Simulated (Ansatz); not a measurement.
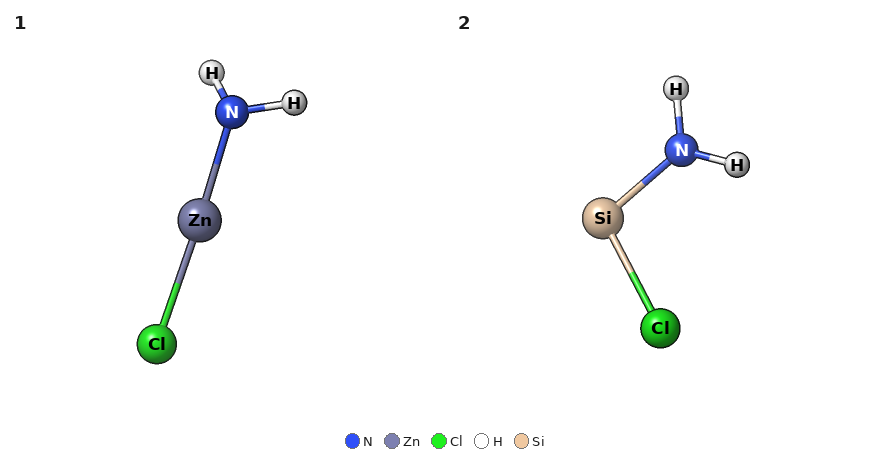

2 molecules with one skeleton, seen from the same side and at one scale. Each species is neutral and a spin singlet. Computed geometries: PBE0-D4/def2-TZVP optimisations, one conformation each. Properties computed with Ansatz 0.2.0.

One atom differs, called X below: Zn in panel 1, Si in panel 2. Their formulas are ClH2NZn (`[NH2][Zn][Cl]`), ClH2NSi (`N[Si]Cl`).

### In which is the HOMO–LUMO gap larger (PBE0-D4/def2-SVP)?

In panel 1 (X = Zn).

### In which is the length of X–N larger (PBE0-D4/def2-TZVP)?

In panel 1 (X = Zn).

Give the values. With PBE0-D4/def2-TZVP: length of X–Cl (Å), length of X–N (Å), angle N–X–Cl (°), dipole moment (D), harmonic zero-point energy (kJ/mol). With PBE0-D4/def2-SVP: HOMO energy (Kohn–Sham orbital) (eV), HOMO–LUMO gap (eV).

| quantity | 1 (Zn) | 2 (Si) | 2 − 1 |
| --- | --- | --- | --- |
| length of X–Cl (Å) | 2.093 | 2.104 | +0.011 |
| length of X–N (Å) | 1.813 | 1.701 | −0.112 |
| angle N–X–Cl (°) | 175.4 | 98.2 | −77.2 |
| dipole moment (D) | 2.34 | 2.73 | +0.39 |
| harmonic zero-point energy (kJ/mol) | 68.0 | 73.2 | +5.2 |
| HOMO energy (Kohn–Sham orbital) (eV) | −6.89 | −6.97 | −0.08 |
| HOMO–LUMO gap (eV) | 6.28 | 5.63 | −0.65 |
